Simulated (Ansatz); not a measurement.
# Cl2F2H3NZr: two geometries relaxed

Aim: relax the geometries before and after the reaction (ligand exchange), and see whether they are two minima and how far apart in energy. Meant to form: Zr1–F8, H9–N2; to break: Zr1–N2, H9–F8. The start is a guess near the saddle point, from which both ends are pulled out.

Program: Ansatz 0.2.0. Level of theory: RKS B3LYP-D4/def2-SVP. These are calculated values, not measurements.

**1. The starting structure**

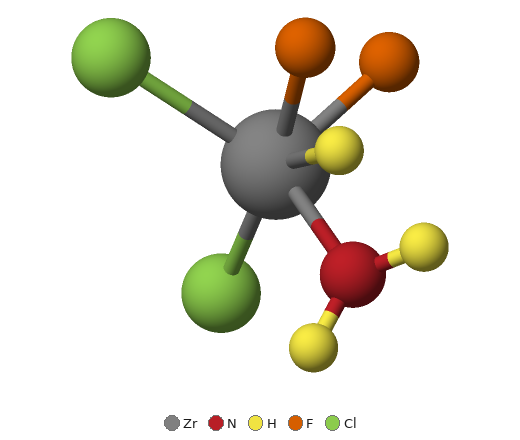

The starting structure, seen from a free direction (zirconium grey, nitrogen red, hydrogen yellow, fluorine orange, chlorine green).

Structure file:

```xyz
9

Zr    0.0000    0.0000    0.0000
N     0.0000    0.0000    2.5600
H    -0.8770   -0.2713    3.0900
H     0.8770    0.2713    3.0900
F     1.8671    0.0000   -0.6593
Cl   -1.1869    2.0563   -0.8392
Cl   -1.1869   -2.0563   -0.8392
F     0.8547    1.9877    0.7189
H     0.5629    1.3091    1.9368
```

**2. Pulling towards end A**

Springs on the bonds that form and break draw the guess towards this end; the thresholds are loose.

The input, input.yaml:

```yaml
crystal:
  periodic: [false, false, false]
  atoms:
    - { symbol: Zr, position_ang: [0.0, 0.0, 0.0] }
    - { symbol: "N", position_ang: [0.0, 0.0, 2.56] }
    - { symbol: H, position_ang: [-0.877, -0.2713, 3.09] }
    - { symbol: H, position_ang: [0.877, 0.2713, 3.09] }
    - { symbol: F, position_ang: [1.8671, 0.0, -0.6593] }
    - { symbol: Cl, position_ang: [-1.1869, 2.0563, -0.8392] }
    - { symbol: Cl, position_ang: [-1.1869, -2.0563, -0.8392] }
    - { symbol: F, position_ang: [0.8547, 1.9877, 0.7189] }
    - { symbol: H, position_ang: [0.5629, 1.3091, 1.9368] }
basis:
  gaussian: { orbitals: def2-SVP }
hamiltonian:
  xc: b3lyp
  dispersion: d4
relax:
  f_tol: 0.15
  max_steps: 25
  restrain:
    - { distance: [0, 7], at: 3.18, k: 30.0 }
    - { distance: [8, 1], at: 2.26, k: 30.0 }
    - { distance: [0, 1], at: 2.21, k: 30.0 }
    - { distance: [8, 7], at: 0.92, k: 30.0 }
```

On the command line:

```console
> ansatz run input.yaml --threads 4 --pin off --max-ram 5120MiB --backend cpu --events-out ev --progress --plain --runs-dir out
```

Log (excerpt; [...] marks lines left out):

```text
Warning: RAYON_NUM_THREADS=4 ignored (pool sized by the plan → 4); use --threads N
[...]
Functional definition: B3LYP
[...]
1298 factors; integrals over basis functions are off by at most 3.3e-4 eV
[...]
mean field -33291.55963437 eV, -1223.4422507336 hartree, gradient 1.4e-5 eV, S^2 0.000000; 0 other end points of the search recorded, 0 dependent functions left out
[...]
reference -33291.55998434 eV, -1223.4422635947 hartree; 37, 37 occupied and 87, 87 virtual orbitals, 1298 factors
relax step   1: F+E_penalty+E_count = -33291.92772995 eV  Δ(F+E_penalty+E_count) = +0.000e0 eV  max|allowed force component| = 2.957e0 eV/Å  E_restraint = 25.25345160 eV  max|allowed force component, restraints' pulls added| = 2.492e1 eV/Å  Δτ_max = 0.0000 Å  (31 SCF iters, accepted)
[...]
relax step   4: F+E_penalty+E_count = -33293.54710141 eV  Δ(F+E_penalty+E_count) = -6.889e-1 eV  max|allowed force component| = 3.231e0 eV/Å  E_restraint = 0.56642424 eV  max|allowed force component, restraints' pulls added| = 5.253e0 eV/Å  Δτ_max = 0.1947 Å  (34 SCF iters, accepted)
[...]
relax step   7: F+E_penalty+E_count = -33294.66792120 eV  Δ(F+E_penalty+E_count) = -1.662e-1 eV  max|allowed force component| = 2.225e0 eV/Å  E_restraint = 0.04857459 eV  max|allowed force component, restraints' pulls added| = 4.394e-1 eV/Å  Δτ_max = 0.2000 Å  (38 SCF iters, accepted)
[...]
  distance Zr 0 - F 7 = 3.1721 Å
  distance H 8 - N 1 = 2.2504 Å
  distance Zr 0 - N 1 = 2.1523 Å
  distance H 8 - F 7 = 0.9329 Å
1298 factors; integrals over basis functions are off by at most 6.7e-4 eV
mean field -33294.34695569 eV, -1223.5446829026 hartree, gradient 1.4e-5 eV, S^2 0.000000; 1 other end points of the search recorded, 0 dependent functions left out
[...]
reference -33294.34731273 eV, -1223.5446960238 hartree; 37, 37 occupied and 87, 87 virtual orbitals, 1298 factors
Total energy: -33294.72076340 eV, -1223.5584200827 hartree
Atom 0 at    -0.065141    -0.091926     0.045841 Å, force     0.113268     0.249244     1.833804 eV/Å
Atom 1 at    -0.058500    -0.023104     2.197066 Å, force     0.001435     0.247669    -1.732901 eV/Å
Atom 2 at    -0.916996     0.012674     2.753573 Å, force     0.119972    -0.022283    -0.045083 eV/Å
Atom 3 at     0.686830    -0.429954     2.764306 Å, force    -0.026295    -0.003496     0.017836 eV/Å
Atom 4 at     1.716873    -0.142096    -0.593588 Å, force    -0.002666    -0.005907    -0.001930 eV/Å
Atom 5 at    -1.498065     1.573893    -0.797170 Å, force    -0.008936     0.008942    -0.002901 eV/Å
Atom 6 at    -1.041801    -2.140088    -0.577125 Å, force     0.017039     0.012916     0.005245 eV/Å
Atom 7 at     1.267364     2.501295     1.295602 Å, force    -0.030639    -0.107632    -0.236894 eV/Å
Atom 8 at     0.820337     2.036106     1.969497 Å, force    -0.183177    -0.379453     0.162824 eV/Å
Dipole moment:    -0.098756    -0.173814     0.684783 e Å
```

It took 66 s on 4 threads of Arm Neoverse N1, shared host; peak memory 0.34 GiB.

Relaxation path:

```
step  energy from step 1 (eV)  largest force component (eV/Å)
   1                   0.0000                          2.9567
   2                  -0.3155                          3.7714
   3                  -0.9304                          3.9757
   4                  -1.6194                          3.2315
   5                  -2.4132                          1.7057
   6                  -2.5740                          1.7418
   7                  -2.7402                          2.2246
   8                  -2.7765                          1.7784
   9                  -2.7782                          1.8370
  10                  -2.7896                          1.8278
 11x                  -2.7479                          1.7594
  12                  -2.7927                          1.8338
```

Step 1 is the start. 1 step was tried and not accepted (11; marked x where the table lists them). Energies and forces in the table leave out the springs, which the log lists apart; the run stops on the force with the springs' pull added.

After: Bond lengths: Zr1–N2 2.152 Å, N2–H3 1.024 Å, N2–H4 1.021 Å, Zr1–F5 1.894 Å, Zr1–Cl6 2.353 Å, Zr1–Cl7 2.353 Å, F8–H9 0.933 Å. Angles: Zr1–N2–H3 122.8°, Zr1–N2–H4 123.0°, H3–N2–H4 108.9°, N2–Zr1–F5 109.6°, N2–Zr1–Cl6 109.7°, N2–Zr1–Cl7 107.1°, F5–Zr1–Cl6 118.1°, F5–Zr1–Cl7 106.1°, Cl6–Zr1–Cl7 105.6°.

Pairs that crossed the distance rule for bonds on the way: came closer F8–H9; moved apart Zr1–F8, Zr1–H9.

**3. Relaxing end A**

It starts where the restrained run ended.

The input, input.yaml:

```yaml
crystal:
  periodic: [false, false, false]
  atoms:
    - { symbol: Zr, position_ang: [-0.065141, -0.091926, 0.045841] }
    - { symbol: "N", position_ang: [-0.0585, -0.023104, 2.197066] }
    - { symbol: H, position_ang: [-0.916996, 0.012674, 2.753573] }
    - { symbol: H, position_ang: [0.68683, -0.429954, 2.764306] }
    - { symbol: F, position_ang: [1.716873, -0.142096, -0.593588] }
    - { symbol: Cl, position_ang: [-1.498065, 1.573893, -0.79717] }
    - { symbol: Cl, position_ang: [-1.041801, -2.140088, -0.577125] }
    - { symbol: F, position_ang: [1.267364, 2.501295, 1.295602] }
    - { symbol: H, position_ang: [0.820337, 2.036106, 1.969497] }
basis:
  gaussian: { orbitals: def2-SVP }
hamiltonian:
  xc: b3lyp
  dispersion: d4
relax:
  f_tol: 0.03
  max_steps: 50
output:
  orbitals: {}
```

On the command line:

```console
> ansatz run input.yaml --threads 4 --pin off --max-ram 5120MiB --backend cpu --events-out ev --progress --plain --runs-dir out
```

Log (excerpt; [...] marks lines left out):

```text
Warning: RAYON_NUM_THREADS=4 ignored (pool sized by the plan → 4); use --threads N
[...]
[... 1 set-up line as earlier in the session ...]
[...]
1291 factors; integrals over basis functions are off by at most 3.4e-4 eV
[...]
mean field -33294.34696150 eV, -1223.5446831161 hartree, gradient 5.6e-5 eV, S^2 0.000000; 0 other end points of the search recorded, 0 dependent functions left out
[...]
reference -33294.34731926 eV, -1223.5446962637 hartree; 37, 37 occupied and 87, 87 virtual orbitals, 1291 factors
relax step   1: F+E_penalty+E_count = -33294.72041216 eV  Δ(F+E_penalty+E_count) = +0.000e0 eV  max|allowed force component| = 1.834e0 eV/Å  Δτ_max = 0.0000 Å  (30 SCF iters, accepted)
[...]
relax step   5: F+E_penalty+E_count = -33295.13077233 eV  Δ(F+E_penalty+E_count) = -2.327e-2 eV  max|allowed force component| = 7.731e-1 eV/Å  Δτ_max = 0.1167 Å  (32 SCF iters, accepted)
[...]
relax step   9: F+E_penalty+E_count = -33295.92711998 eV  Δ(F+E_penalty+E_count) = -3.951e-1 eV  max|allowed force component| = 1.999e0 eV/Å  Δτ_max = 0.1396 Å  (32 SCF iters, accepted)
[...]
relax step  13: F+E_penalty+E_count = -33296.62068083 eV  Δ(F+E_penalty+E_count) = +1.288e-2 eV  max|allowed force component| = 1.287e0 eV/Å  Δτ_max = 0.1952 Å  (32 SCF iters, rejected (line search))
[...]
relax step  15: F+E_penalty+E_count = -33296.67316446 eV  Δ(F+E_penalty+E_count) = -2.909e-3 eV  max|allowed force component| = 4.894e-2 eV/Å  Δτ_max = 0.0429 Å  (33 SCF iters, accepted)
[...]
relax step  16: F+E_penalty+E_count = -33296.67401660 eV  Δ(F+E_penalty+E_count) = -8.521e-4 eV  max|allowed force component| = 2.575e-2 eV/Å  Δτ_max = 0.0147 Å  (34 SCF iters, accepted)
[...]
1291 factors; integrals over basis functions are off by at most 9.4e-4 eV
[...]
mean field -33296.27468947 eV, -1223.6155258124 hartree, gradient 1.2e-5 eV, S^2 0.000000; 0 other end points of the search recorded, 0 dependent functions left out
[...]
reference -33296.27503664 eV, -1223.6155385709 hartree; 37, 37 occupied and 87, 87 virtual orbitals, 1291 factors
```

**4. The output, continued: end point A relaxed**

The log, continued (excerpt; [...] marks lines left out):

```text
relax step  17: F+E_penalty+E_count = -33296.67479460 eV  Δ(F+E_penalty+E_count) = -7.780e-4 eV  max|allowed force component| = 1.903e-2 eV/Å  Δτ_max = 0.0222 Å  (33 SCF iters, accepted)
[...]
relax step  20: F+E_penalty+E_count = -33296.70660098 eV  Δ(F+E_penalty+E_count) = -1.960e-2 eV  max|allowed force component| = 6.200e-1 eV/Å  Δτ_max = 0.0680 Å  (32 SCF iters, accepted)
[...]
relax step  23: F+E_penalty+E_count = -33296.85556628 eV  Δ(F+E_penalty+E_count) = -4.845e-2 eV  max|allowed force component| = 6.341e-1 eV/Å  Δτ_max = 0.1951 Å  (31 SCF iters, accepted)
[...]
relax step  26: F+E_penalty+E_count = -33296.94542445 eV  Δ(F+E_penalty+E_count) = -3.352e-3 eV  max|allowed force component| = 1.281e-2 eV/Å  Δτ_max = 0.0548 Å  (31 SCF iters, accepted)
[...]
Total energy: -33296.94610985 eV, -1223.6402000563 hartree
Atom 0 at     0.460577     0.364869    -0.055407 Å, force    -0.000970     0.002181    -0.003087 eV/Å
Atom 1 at    -0.244221     0.407922     2.288713 Å, force    -0.010417     0.003712     0.012448 eV/Å
Atom 2 at    -1.201487     0.073181     2.422015 Å, force     0.006234    -0.000742    -0.001955 eV/Å
Atom 3 at     0.354929    -0.176160     2.877776 Å, force     0.000280     0.000294    -0.006039 eV/Å
Atom 4 at     1.108532     0.378719    -1.849490 Å, force     0.001346    -0.001054    -0.002359 eV/Å
Atom 5 at    -1.499034     1.694063    -0.330382 Å, force    -0.000157     0.000219     0.005343 eV/Å
Atom 6 at     0.166579    -1.981805     0.243710 Å, force    -0.000123    -0.002801     0.001202 eV/Å
Atom 7 at     1.972707     1.182732     0.782089 Å, force     0.005828     0.000433     0.001066 eV/Å
Atom 8 at    -0.207680     1.353279     2.678977 Å, force    -0.002021    -0.002241    -0.006617 eV/Å
Dipole moment:    -0.277116     0.052763     1.151828 e Å
```

Run time: 2.5 min. Hardware: 4 threads of Arm Neoverse N1, shared host; peak memory 0.34 GiB.

Step by step:

```
step  energy from step 1 (eV)  largest force component (eV/Å)
   1                   0.0000                          1.8340
   2                  -0.2021                          1.0903
   3                  -0.3375                          0.6393
   4                  -0.3871                          0.5590
   5                  -0.4104                          0.7731
   6                  -0.5010                          0.6608
   7                  -0.6726                          1.9975
   8                  -0.8116                          4.5142
   9                  -1.2067                          1.9994
  10                  -1.5594                          1.4585
  11                  -1.7928                          0.9566
  12                  -1.9131                          0.3826
 13x                  -1.9003                          1.2874
  14                  -1.9498                          0.1019
  15                  -1.9528                          0.0489
  16                  -1.9536                          0.0257
  17                  -1.9544                          0.0190
  18                  -1.9619                          0.2846
  19                  -1.9666                          0.6436
  20                  -1.9862                          0.6200
  21                  -2.0362                          0.4608
  22                  -2.0867                          0.5315
  23                  -2.1352                          0.6341
  24                  -2.1960                          0.2829
  25                  -2.2217                          0.0430
  26                  -2.2250                          0.0128
 27x                  -2.2249                          0.0610
  28                  -2.2254                          0.0124
```

Step 1 is the start. 2 steps were tried and not accepted (13, 27; marked x where the table lists them).

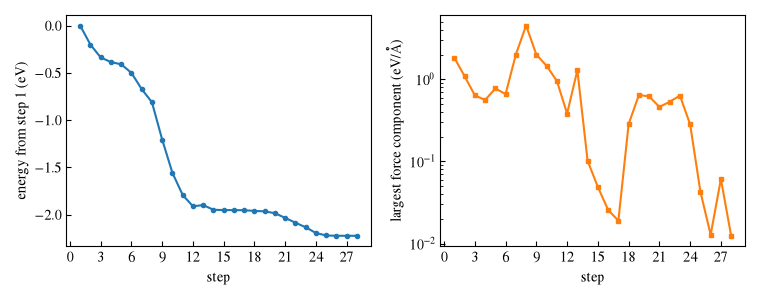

How energy and force went from step to step.

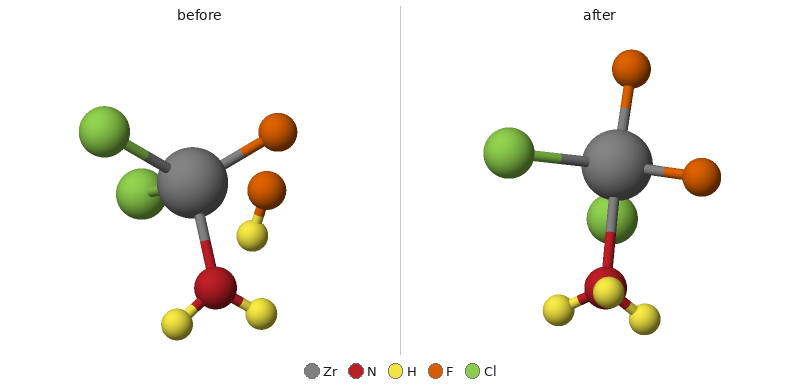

The structure before (left) and after (right), drawn at the same scale.

After: Bond lengths: Zr1–N2 2.448 Å, N2–H3 1.023 Å, N2–H4 1.023 Å, Zr1–F5 1.908 Å, Zr1–Cl6 2.384 Å, Zr1–Cl7 2.384 Å, Zr1–F8 1.912 Å, N2–H9 1.023 Å. Angles (14 of 16 angles, heavy atoms first): N2–Zr1–F5 176.6°, N2–Zr1–Cl6 82.2°, N2–Zr1–Cl7 82.0°, N2–Zr1–F8 78.5°, F5–Zr1–Cl6 99.6°, F5–Zr1–Cl7 99.6°, F5–Zr1–F8 98.1°, Cl6–Zr1–Cl7 117.5°, Cl6–Zr1–F8 117.5°, Cl7–Zr1–F8 117.6°, Zr1–N2–H3 112.9°, Zr1–N2–H4 111.9°, Zr1–N2–H9 111.8°, H3–N2–H4 106.6°.

Pairs that crossed the distance rule for bonds on the way: came closer Zr1–F8, N2–H9; moved apart F8–H9.

[end of part 1 of 2]
